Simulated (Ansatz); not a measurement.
# BrH4NOSi: rigid scan of one bond length from a Python script

Wanted for BrH4NOSi: a rigid scan of one bond length. SMILES: N[SiH](O)Br.

Computed with the Python package of Ansatz 0.2.0. Level of theory: CAM-B3LYP/def2-SVP.

### 1 The structure

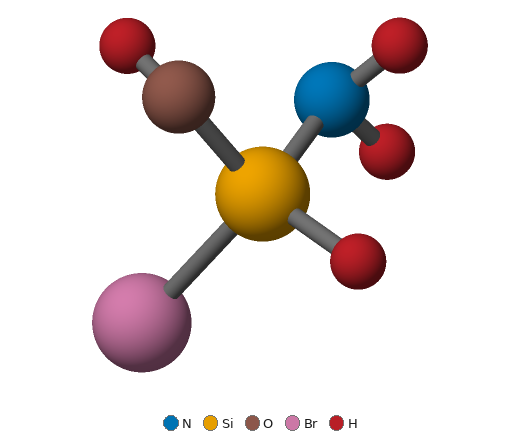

The starting structure, viewed from a chosen angle; nitrogen blue, silicon amber, oxygen brown, bromine pink, hydrogen red.

No structure file is read: the coordinates are typed or built in the script.

### 2 The code

Contents of brh4nosi_scan.py:

```python
# -*- coding: utf-8 -*-
'''Stretching a bond of BrH4NOSi, the rest held rigid.'''

import ansatz
from ase import Atoms
import matplotlib.pyplot as plt
import numpy as np

BASIS_SET = 'def2-SVP'
XC = 'cam_b3lyp'


def main():
    atoms = Atoms(['N', 'Si', 'O', 'Br', 'H', 'H', 'H', 'H'], positions=[
        (-0.9367, 0.5937, 0.0038),
        (0.5149, -0.1033, -0.1893),
        (0.5973, -1.0413, 1.1395),
        (0.5254, -1.3446, -1.9832),
        (-1.1655, 1.2044, -0.8451),
        (-0.931, 1.2982, 0.7752),
        (1.5794, 0.9494, -0.2298),
        (-0.0916, -1.6136, 1.273),
    ])
    mol = ansatz.Crystal.molecule_from_ase(atoms)

    symbols = [site.symbol for site in mol.cartesian_sites]
    start = np.array([site.position_ang for site in mol.cartesian_sites])
    axis = (start[2] - start[1]) / np.linalg.norm(start[2] - start[1])
    moving = [2, 7]
    lengths, energies = [1.38, 1.5, 1.63, 1.79, 2.04, 2.44, 2.93, 3.58], []
    for length in lengths:
        xyz = start.copy()
        xyz[moving] += (length - np.linalg.norm(start[2] - start[1])) * axis
        point = ansatz.Crystal.molecule()
        for symbol, place in zip(symbols, xyz):
            point = point.atom(symbol, place.tolist())
        model = (
            point.calculation()
            .basis(gaussian=BASIS_SET)
            .functional(XC)
        )
        data = model.run(threads=1, pin='off').report
        energies.append(data['free_energy_ev'])
        print(f'r = {length:6.3f} A  E = {energies[-1]:.5f} eV  <S^2> = {abs(data["mean_field"]["state"]["spin_squared"]):.3f}')

    print('energy above the lowest point (eV):', [round(e - min(energies), 3) for e in energies])
    plt.figure(figsize=(4.5, 3))
    plt.plot(lengths, np.array(energies) - min(energies), 'o-')
    plt.xlabel('bond length (A)')
    plt.ylabel('E - E(min) (eV)')
    plt.tight_layout()
    plt.savefig('scan.png', dpi=100)


if __name__ == '__main__':
    main()
```

### 3 The input behind the calls

The engine receives this input (first run):

```yaml
crystal:
  periodic: [false, false, false]
  atoms:
    - { symbol: "N", position_ang: [-0.9367, 0.5937, 0.0038] }
    - { symbol: Si, position_ang: [0.5149, -0.1033, -0.1893] }
    - { symbol: O, position_ang: [0.5847218639780003, -0.8981168496524787, 0.9366622919170723] }
    - { symbol: Br, position_ang: [0.5254, -1.3446, -1.9832] }
    - { symbol: H, position_ang: [-1.1655, 1.2044, -0.8451] }
    - { symbol: H, position_ang: [-0.931, 1.2982, 0.7752] }
    - { symbol: H, position_ang: [1.5794, 0.9494, -0.2298] }
    - { symbol: H, position_ang: [-0.10417813602199974, -1.4704168496524788, 1.0701622919170724] }
basis:
  gaussian:
    orbitals: def2-SVP
hamiltonian:
  xc: cam_b3lyp
```

### 4 Running it

Started as:

```
> python brh4nosi_scan.py
```

Output:

```text
r =  1.380 A  E = -81515.10725 eV  <S^2> = 0.000
r =  1.500 A  E = -81516.67475 eV  <S^2> = 0.000
r =  1.630 A  E = -81517.18674 eV  <S^2> = 0.000
r =  1.790 A  E = -81516.95253 eV  <S^2> = 0.000
r =  2.040 A  E = -81515.84443 eV  <S^2> = 0.000
r =  2.440 A  E = -81513.88510 eV  <S^2> = 0.000
r =  2.930 A  E = -81512.10053 eV  <S^2> = 0.000
r =  3.580 A  E = -81510.61873 eV  <S^2> = 0.000
energy above the lowest point (eV): [2.079, 0.512, 0.0, 0.234, 1.342, 3.302, 5.086, 6.568]
```

It took 36 s on 1 thread of Arm Neoverse V1, shared host; peak memory 0.34 GiB.

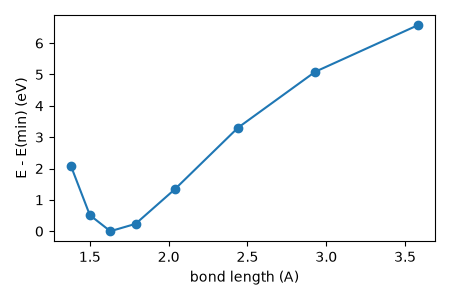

The script's own figure, scan.png.

### 5 What changed from run to run

The engine's inputs for some of the other runs:

Run 3, against run 1:

```diff
@@ -6 +6 @@
-    - { symbol: O, position_ang: [0.5847218639780003, -0.8981168496524787, 0.9366622919170723] }
+    - { symbol: O, position_ang: [0.597370752379812, -1.0421054093721307, 1.1406409679890057] }
@@ -11 +11 @@
-    - { symbol: H, position_ang: [-0.10417813602199974, -1.4704168496524788, 1.0701622919170724] }
+    - { symbol: H, position_ang: [-0.09152924762018809, -1.6144054093721307, 1.2741409679890057] }
```

Run 6, against run 1:

```diff
@@ -6 +6 @@
-    - { symbol: O, position_ang: [0.5847218639780003, -0.8981168496524787, 0.9366622919170723] }
+    - { symbol: O, position_ang: [0.6383531508016818, -1.508628342863803, 1.80153187846207] }
@@ -11 +11 @@
-    - { symbol: H, position_ang: [-0.10417813602199974, -1.4704168496524788, 1.0701622919170724] }
+    - { symbol: H, position_ang: [-0.05054684919831834, -2.0809283428638032, 1.93503187846207] }
```

Run 7, against run 1:

```diff
@@ -6 +6 @@
-    - { symbol: O, position_ang: [0.5847218639780003, -0.8981168496524787, 0.9366622919170723] }
+    - { symbol: O, position_ang: [0.6631449720692325, -1.7908459199143212, 2.2013300835630596] }
@@ -11 +11 @@
-    - { symbol: H, position_ang: [-0.10417813602199974, -1.4704168496524788, 1.0701622919170724] }
+    - { symbol: H, position_ang: [-0.025755027930767505, -2.363145919914321, 2.3348300835630598] }
```

### 6 What each run gave

The 8 runs, in the order started:

```tsv
run	distance (Å)	energy from run 3 (eV)	SCF cycles	CPU time (s)
1	1.38	2.0795	16	3.8
2	1.50	0.5120	17	3.8
3	1.63	0.0000	17	3.8
4	1.79	0.2342	18	3.9
5	2.04	1.3423	19	4
6	2.44	3.3016	22	4.8
7	2.93	5.0862	22	4.2
8	3.58	6.5680	40	6.1
```

### 7 Results

| quantity | value |
| --- | --- |
| runs compared | 8 |
| range of energy | 6.568 eV |
| lowest point, distance (Å) | 1.63 |

What this shows: The lowest point, at 1.63, lies inside the range. The ends stand 2.08 and 6.57 eV above it. The distance scanned is the script's pair 1, 2. What to keep in mind:
- The rest of the molecule is held rigid at a force-field or estimated start geometry, and the basis set is modest; single-reference methods fail as a bond breaks.
- The orbitals are restricted, so S² is zero by construction.
- Toward dissociation an unrestricted state lies under the restricted one, by 1 to 2 eV or more.
